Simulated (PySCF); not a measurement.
```xyz
13

Al    1.1759    1.9437    0.7811
H     2.7690    1.9860    0.8418
H     0.3798    3.3230    0.6838
C     0.1990    0.2358    0.7663
C    -0.1656   -0.2473   -0.6456
C    -0.9428   -1.5567   -0.6580
H    -0.7287    0.3516    1.3579
H     0.7929   -0.5424    1.2791
H     0.7505   -0.3717   -1.2517
H    -0.7602    0.5251   -1.1671
H    -1.8919   -1.4562   -0.1072
H    -1.1809   -1.8814   -1.6832
H    -0.3662   -2.3617   -0.1752
```

Geometry: PBE0-D3(BJ)/def2-SVP.

Theory: CAM-B3LYP/def2-SVPD, SCF density, gas phase in PySCF.

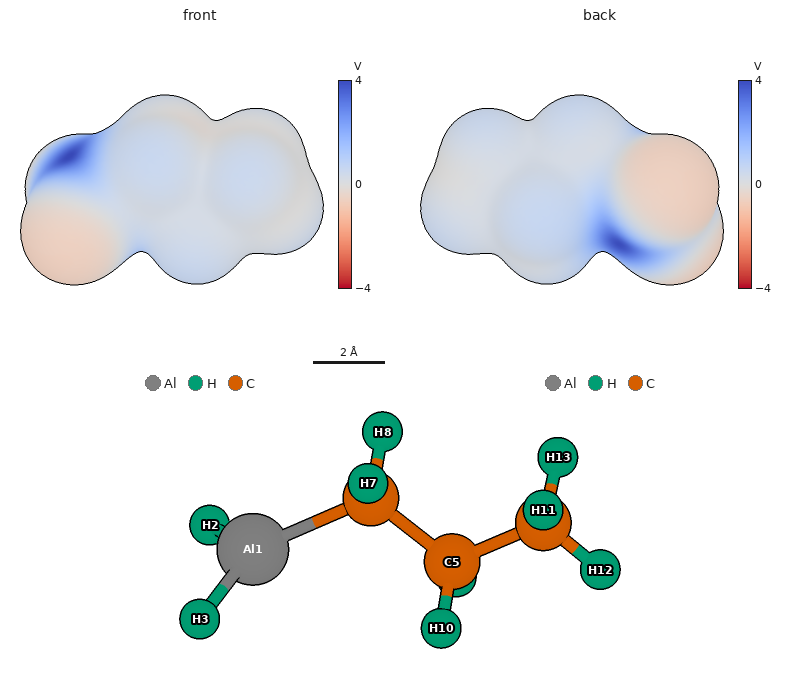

C3H9Al (SMILES [H][Al]([H])[CH2]CC). The molecular electrostatic potential painted on the density surface at 0.002 e/bohr³, seen from the front and from behind; the colour scale runs from red (negative) to blue (positive). The bare structure is drawn below in the same view.

Where is the surface potential most negative and most positive?

The most negative region (about −0.6 V) lies over H2 and H3, the most positive (about +3.8 V) over Al1.

What dipole moment does the calculation give?

Its dipole moment is 0.77 D.
